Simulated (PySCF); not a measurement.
C₁₀H₂₆N₂Si (SiMe2(NHtBu)2)

```csv
atom,x (Å),y (Å),z (Å)
Si,0.5074,-0.4134,0.8171
C,0.6261,-0.7151,2.6738
H,-0.3731,-0.7424,3.1368
H,1.1953,0.0904,3.1639
H,1.1377,-1.6650,2.9003
C,2.2630,-0.3775,0.1404
H,2.7188,-1.3695,0.2895
H,2.8936,0.3552,0.6676
H,2.2994,-0.1429,-0.9337
N,-0.3797,1.0207,0.3736
C,-0.1043,2.4504,0.4664
C,1.1976,2.7911,-0.2600
C,-1.2559,3.1854,-0.2227
C,-0.0095,2.9138,1.9270
H,-1.3770,0.8297,0.4211
H,1.3592,3.8799,-0.2710
H,2.0672,2.3335,0.2319
H,1.1635,2.4303,-1.2987
H,-1.3352,2.8715,-1.2746
H,-1.1091,4.2756,-0.1926
H,-2.2141,2.9626,0.2754
H,0.8291,2.4166,2.4389
H,-0.9324,2.6605,2.4716
H,0.1470,4.0020,2.0012
N,-0.4665,-1.7357,0.2388
C,-0.6937,-2.2440,-1.1114
C,0.3948,-3.2545,-1.4990
C,-2.0595,-2.9348,-1.1357
C,-0.6981,-1.0953,-2.1186
H,-0.6101,-2.4629,0.9330
H,0.2204,-3.6795,-2.5006
H,1.3848,-2.7739,-1.4971
H,0.4220,-4.0871,-0.7778
H,-2.0884,-3.7655,-0.4113
H,-2.2832,-3.3507,-2.1304
H,-2.8523,-2.2216,-0.8651
H,0.2711,-0.5757,-2.1426
H,-1.4638,-0.3496,-1.8643
H,-0.8997,-1.4810,-3.1293
```

Geometry: PBE0-D3(BJ)/def2-SVP.

The calculation used PySCF 2.14.0, PBE0/pcSseg-1, SCF density, gas phase, non-relativistic.

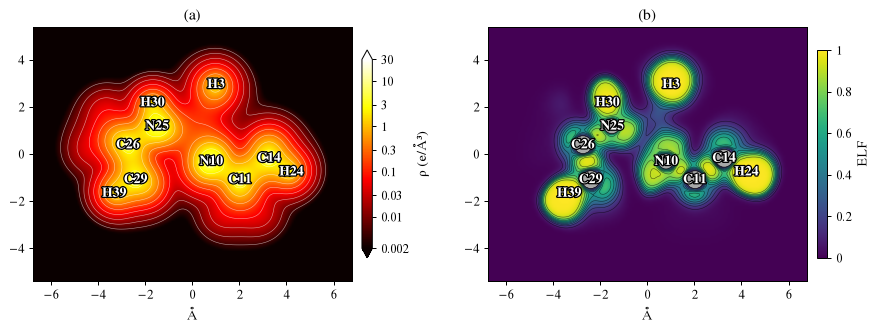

Figure 1. (a) electron density; (b) electron localisation function on the plane of atoms C11, C14 and H24. Grey discs cover the atomic cores in the ELF map.

What do the fields say about this system?

Answer. The section cuts through H, N and C sites.
C–N (1.46 Å): ρ at the midpoint is about 1.9 e/Å³; the ELF peaks at about 0.95 between the atoms; localised, covalent bonding.
C–C (1.53 Å): ρ at the midpoint is about 1.7 e/Å³; the ELF peaks at about 0.95 between the atoms, as expected for localised, covalent bonding.
N–H (1.02 Å): the density is about 2.8 e/Å³ at the midpoint; the ELF climbs to about 1 towards the hydrogen, as it does in any bond to H: a covalent bond by its length.
C–H (1.10 Å): ρ is about 1.9 e/Å³ halfway; the ELF climbs to about 1 towards the hydrogen (an ordinary covalent bond to hydrogen).
The ELF also peaks beside N10, away from the bonds: lone-pair regions.

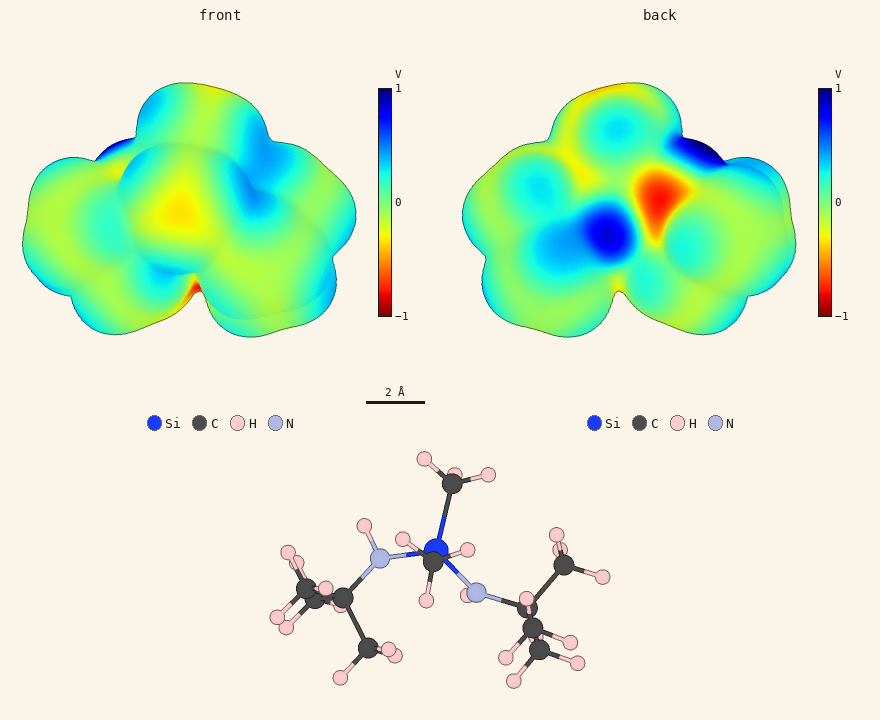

Figure 2. The molecular electrostatic potential painted on the density surface at 0.001 e/bohr³, seen from the front and from behind; red is negative and blue positive. The bare structure is drawn below in the same view.

Describe the electrostatic potential map.

Answer. The most negative region (about −0.7 V) lies over the C, H and N atoms, the most positive (about +0.9 V) over H30.
